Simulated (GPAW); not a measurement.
**r2SCAN/plane waves (scalar-relativistic datasets) run of TlF (SMILES [F][Tl])**

We compute the atomisation energy of TlF. 

The results are computed with GPAW 26.7.0.

4 further runs of the same task are left out: 2 that didn't finish, 2 set aside as unsound or not needed.

### Step 1. Starting point

TlF: 2 atoms, total charge 0, spin state singlet. SMILES: `[F][Tl]`. Geometry: the measured bond length.

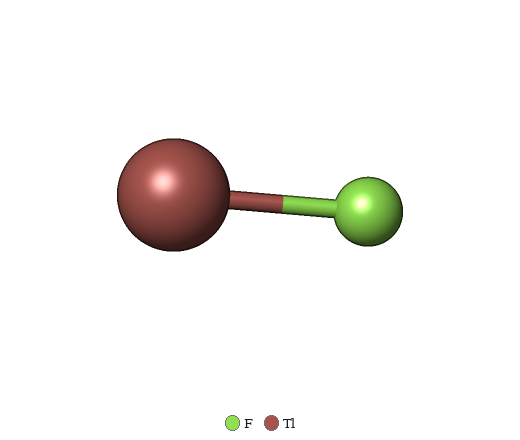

Viewed from a chosen angle; fluorine green, thallium brown.

### Step 2. The atomisation energy at r2SCAN/plane waves (scalar-relativistic datasets)

gs.py

```python
from ase import Atoms
from gpaw import GPAW, PW

system = Atoms(["F", "Tl"],
    positions=[[  0.000000,   0.000000,   0.000000],
               [  0.000000,   0.000000,   2.084438]])
system.center(vacuum=4.5)

gpaw_calc = GPAW(mode={"name": "pw", "ecut": 500},
                 xc="MGGA_X_R2SCAN+MGGA_C_R2SCAN",
                 mixer={"name": "pulay", "beta": 0.1, "nmaxold": 5, "weight": 1.0},
                 maxiter=100,
                 symmetry="off",
                 txt="-")
system.calc = gpaw_calc

e = system.get_potential_energy()
e_mol = {"r2SCAN": e}

e_atom = {}
for symbol in sorted(set(system.symbols)):
    atom = Atoms(symbol, cell=system.cell, pbc=system.pbc)
    atom.center()
    atom.calc = GPAW(mode=PW(500),
                     hund=True,
                     symmetry="off",
                     maxiter=150,
                     mixer={"name": "pulay", "beta": 0.1, "nmaxold": 5, "weight": 1.0},
                     xc="MGGA_X_R2SCAN+MGGA_C_R2SCAN",
                     txt=f'{symbol}_atom.txt')
    e = atom.get_potential_energy()
    e_atom[symbol] = {"r2SCAN": e}

atomisation = {xc: sum(e_atom[x][xc] for x in system.symbols) - e_mol[xc] for xc in e_mol}
for xc, de in atomisation.items():
    print(f'{xc:32} {de:9.3f} eV')
```

Command:

```sh
$ python3 gs.py
```

What values should one expect? Wanted: energy as printed; dipole moment; HOMO energy; LUMO energy; HOMO–LUMO gap; atomisation energy.

**Answer.** As computed:

Level: r2SCAN/plane waves (scalar-relativistic datasets).

| quantity | value |
| --- | --- |
| energy as printed (from the program's reference atoms) | -24.4007 eV |
| dipole moment | 3.97 D |
| HOMO energy (from the vacuum level) | -6.93 eV |
| LUMO energy (from the vacuum level) | -1.87 eV |
| HOMO–LUMO gap | 5.06 eV |
| atomisation energy (program's own) | 5.32 eV |
